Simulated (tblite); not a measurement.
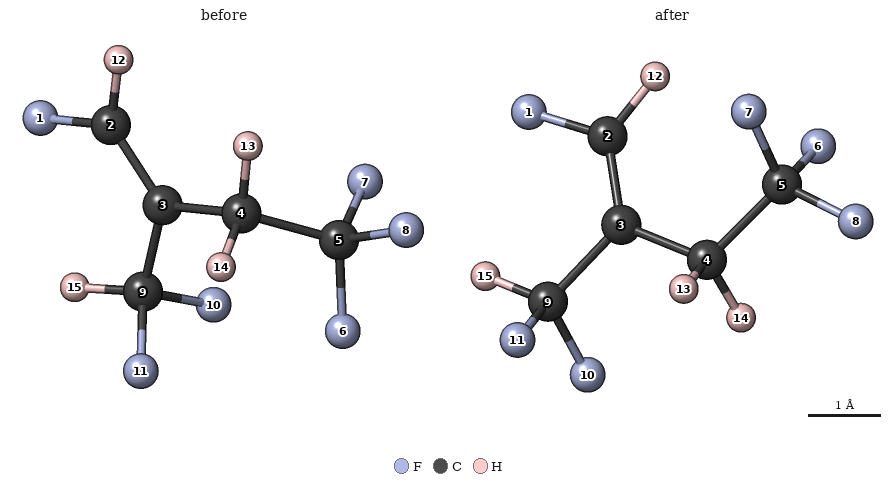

The structure of C5H4F6 before (left) and after (right) a relaxation, at one scale.

The picture is a ball-and-stick view, seen at a tilt.

Theory: GFN2-xTB geometry optimisation, gas phase in tblite 0.8.0. 

> Describe what moved and what it gained.

After 166 geometry steps the energy has fallen by 0.201 eV. The atom that moves furthest after the best rigid fit is F6 (2.64 Å). By element the largest moves are F 2.64 Å, H 2.17 Å, C 0.86 Å. Near-neighbour distances that change, for instance: C5–F7 1.361 → 1.341 Å, C2–C3 1.344 → 1.326 Å, C3–C9 1.500 → 1.511 Å, C5–F6 1.352 → 1.341 Å. Bond angles that change, for instance: C4–C3–C9 116.7° → 113.4°, C2–C3–C4 122.5° → 125.7°, H13–C4–H14 104.8° → 107.7°. Groups turn about C3–C4 by about 120°. The run took 1 s on 1 thread of Intel(R) Xeon(R) Platinum 8488C (shared host).
